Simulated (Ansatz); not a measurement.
# AlH5N2: what the fields show

The calculation's input:

```
crystal:
  periodic: [false, false, false]
  atoms:
    - { symbol: "N", position_ang: [-0.7554, 0.5054, -1.2975] }
    - { symbol: Al, position_ang: [0.1521, 0.4511, 0.3392] }
    - { symbol: "N", position_ang: [0.6553, -1.2421, 1.0228] }
    - { symbol: H, position_ang: [-1.6346, 0.0609, -1.1652] }
    - { symbol: H, position_ang: [-1.0312, 1.5497, -1.4848] }
    - { symbol: H, position_ang: [0.5117, 1.8072, 1.1349] }
    - { symbol: H, position_ang: [0.00037, 1.05062, 1.74957] }
    - { symbol: H, position_ang: [1.7707, -1.2293, 1.0539] }
magnetization:
  spin_polarized: true
basis:
  gaussian: { orbitals: def2-SVP }
hamiltonian:
  xc: b3lyp
  dispersion: d4
relax:
  f_tol: 0.02
  max_steps: 50
output:
  orbitals: {}
```

Launched as:

```sh
ansatz run input.yaml --threads 2 --pin off --max-ram 3072MiB --backend cpu --events-out ev --progress --plain --runs-dir out
```

The fields are those of the relaxed geometry.

At this geometry the atoms fall into two loosely joined parts.

Theory: UKS B3LYP-D4/def2-SVP in Ansatz 0.2.0.

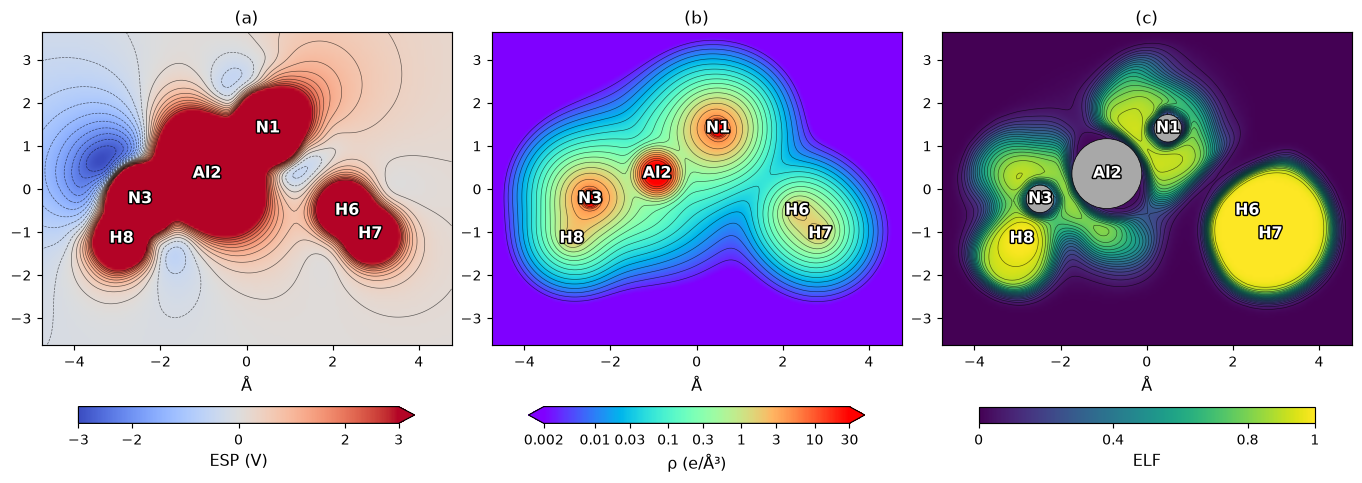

Figure 1. (a) electrostatic potential; (b) electron density; (c) electron localisation function on the plane of atoms N1, Al2 and N3. Grey discs cover the atomic cores in the ELF map.

Interpret the plot.

- The section cuts through N, Al and H sites.
- Al–N (1.66 Å): the density is about 0.94 e/Å³ at the midpoint; the ELF peaks at about 0.85 in the valence shell of N, 0.6 Å from its nucleus, and is about 0.40 at the midpoint.
- H–H (0.76 Å): ρ at the midpoint is about 1.7 e/Å³; the ELF peaks at about 1 between the atoms.
- Al–N (1.77 Å): ρ is about 0.83 e/Å³ halfway; the ELF peaks at about 0.90 in the valence shell of N, 0.7 Å from its nucleus, and is about 0.60 at the midpoint.
- N–H (1.01 Å): the density is about 2.7 e/Å³ at the midpoint; the ELF climbs to about 1 towards the hydrogen, as it does in any bond to H; an ordinary covalent bond to hydrogen.
- The ELF also peaks beside N3, away from the bonds: lone-pair regions.
- Outside the dense part of the molecule the potential is most negative (−3.0 V) near N3.

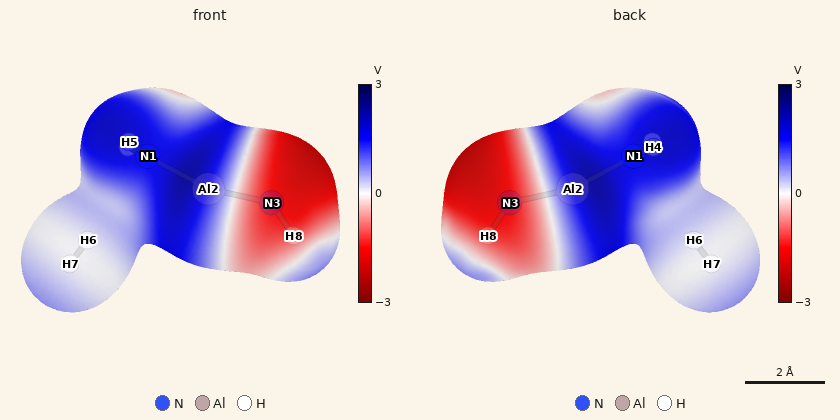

Figure 2. The electrostatic potential painted on the density surface at 0.002 e/bohr³, seen from the front and from behind; the colour scale runs from red (negative) to blue (positive).

Where is the surface potential most negative and most positive?

The most negative region (about −2.2 V) lies over N3, the most positive (about +2.2 V) over Al2. N3 is the likeliest acceptor of a hydrogen bond.

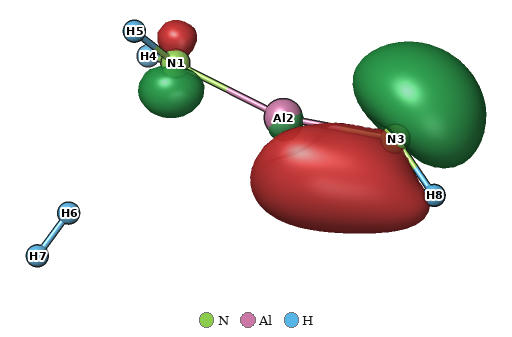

Figure 3. The HOMO−1 at ±0.15 Å⁻³ᐟ² (green and red are the two phases), seen at a tilt.

What is the character of this orbital?

It lies mainly on N3 (about 70 %) and Al2 (about 20 %). Its energy is −6.02 eV.
